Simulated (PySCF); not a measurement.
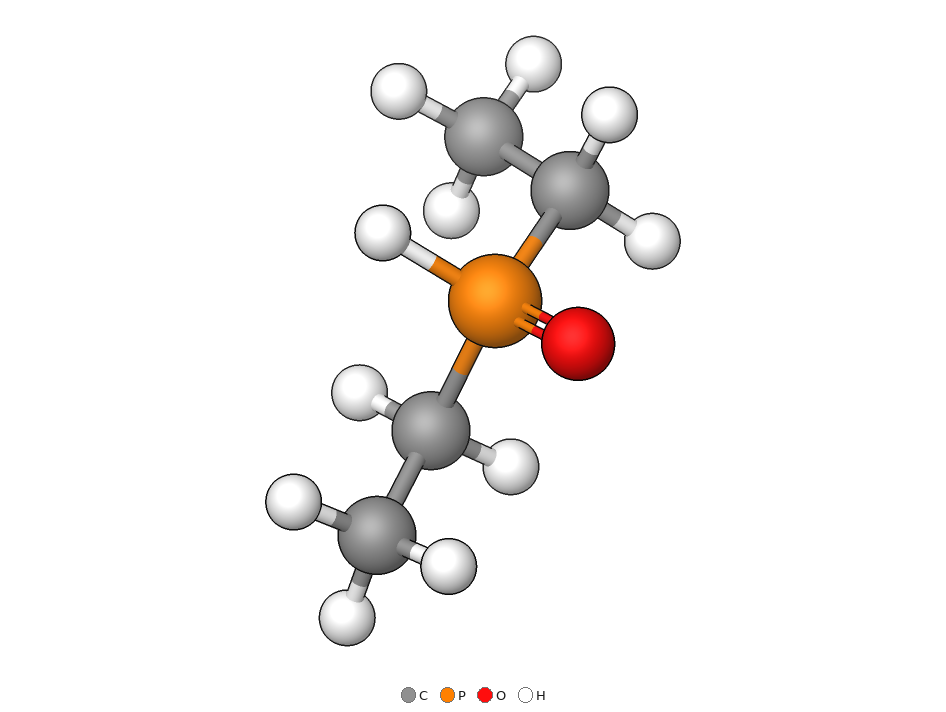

A ball-and-stick model of a molecule. Multiple sticks mark multiple bonds (one Kekulé form).

The computed structure is the end point of a PBE0-D3(BJ)/def2-SVP optimisation. No frequency run is at hand to confirm it as a minimum.

**Count the atoms of each element.**

C₄H₁₁OP, 17 atoms: 4 carbon, 11 hydrogen, 1 oxygen and 1 phosphorus.

**Describe its rings.**

It has no ring.

**How many bonds of each kind are drawn?**

10 C–H, 2 C–C, 2 C–P, 1 O–P, 1 P–H.

The parts below concern this one geometry. Atoms keep their numbers from picture to picture.

Geometry

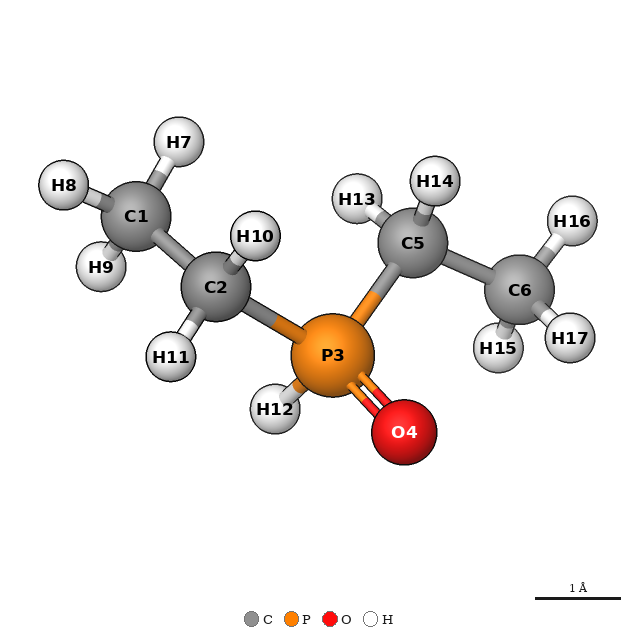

Numbered structure. No frequency run is at hand to confirm it as a minimum.

Estimate the angles C1–C2–H10, C1–C2–H11, C2–C1–H7, C2–C1–H8, C2–C1–H9, C2–P3–C5, C2–P3–H12, P3–C2–H10, P3–C2–H11, O4–P3–H12, C5–P3–H12, C6–C5–H14.

```
    angle  degrees
C1–C2–H10    112.1
C1–C2–H11    111.7
 C2–C1–H7    111.9
 C2–C1–H8    110.9
 C2–C1–H9    111.6
 C2–P3–C5    106.7
C2–P3–H12    102.0
P3–C2–H10    106.0
P3–C2–H11    104.8
O4–P3–H12    115.5
C5–P3–H12    102.5
C6–C5–H14    110.7
```

Quadrupole coupling

No frequency run is at hand to confirm it as a minimum. Electric field gradients from the ground-state density, PBE0/pcSseg-1 in acetonitrile (IEF-PCM) (PySCF 2.14.0), non-relativistic apart from any core potentials.

Give the largest field-gradient component, the quadrupole coupling constant and the asymmetry for 17O at O4 (Q = −25.6 mb).

| atom | V_zz (a.u.) | e²qQ/h (MHz) | η |
| --- | --- | --- | --- |
| O4 | 0.970 | −5.84 | 0.05 |

Charges

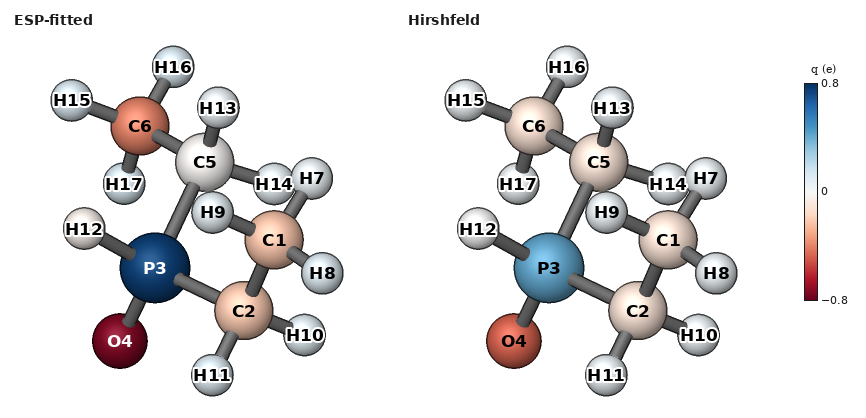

Atomic charges of one calculation by 2 schemes, on one colour scale. No frequency run is at hand to confirm it as a minimum. Level of theory: PBE0/pcSseg-1 in acetonitrile (IEF-PCM) (PySCF 2.14.0).

**Which scheme gives the most polar picture (largest mean size of the charges)?**

The ESP-fitted charges are the largest in size here.

**On which atom do the schemes disagree most?**

On P3 (from 0.41 to 0.75 e).

List the charges (e), one line for each set of equivalent atoms.

| atom | ESP-fitted | Hirshfeld |
| --- | --- | --- |
| C1 | −0.22 | −0.11 |
| C2 | −0.21 | −0.10 |
| P3 | 0.75 | 0.41 |
| O4 | −0.75 | −0.47 |
| C5 | −0.01 | −0.10 |
| C6 | −0.40 | −0.11 |
| H7 | 0.06 | 0.05 |
| H8 | 0.10 | 0.05 |
| H9 | 0.07 | 0.05 |
| H10 | 0.09 | 0.06 |
| H11 | 0.10 | 0.05 |
| H12 | −0.04 | 0.00 |
| H13 | 0.06 | 0.06 |
| H14 | 0.07 | 0.05 |
| H15 | 0.11 | 0.04 |
| H16 | 0.11 | 0.05 |
| H17 | 0.12 | 0.03 |

Levels of theory compared

No frequency run is at hand to confirm it as a minimum. Program: PySCF 2.14.0.

Compare HOMO–LUMO gap (eV), dipole (D) at these levels: BHandHLYP/aug-pcX-1 (pcseg-1 on H) (def2-SVPD on P); CAM-B3LYP/def2-SVPD; CAM-B3LYP/def2-SVPD in acetonitrile (IEF-PCM); CAM-B3LYP/def2-SVPD in chloroform (IEF-PCM); PBE0/pcSseg-1 in acetonitrile (IEF-PCM); PBE0/pcSseg-1 in chloroform (IEF-PCM); WP04/pcSseg-1 in chloroform (IEF-PCM); ωB97X-D/pcSseg-1 in chloroform (IEF-PCM).

```
                                              level  HOMO–LUMO gap (eV)  dipole (D)
BHandHLYP/aug-pcX-1 (pcseg-1 on H) (def2-SVPD on P)                9.42        4.57
                                CAM-B3LYP/def2-SVPD               10.10        4.56
      CAM-B3LYP/def2-SVPD in acetonitrile (IEF-PCM)               10.74        6.18
        CAM-B3LYP/def2-SVPD in chloroform (IEF-PCM)               10.63        5.68
            PBE0/pcSseg-1 in acetonitrile (IEF-PCM)                9.09        5.60
              PBE0/pcSseg-1 in chloroform (IEF-PCM)                8.95        5.19
              WP04/pcSseg-1 in chloroform (IEF-PCM)                8.35        5.31
           ωB97X-D/pcSseg-1 in chloroform (IEF-PCM)               12.65        5.25
```
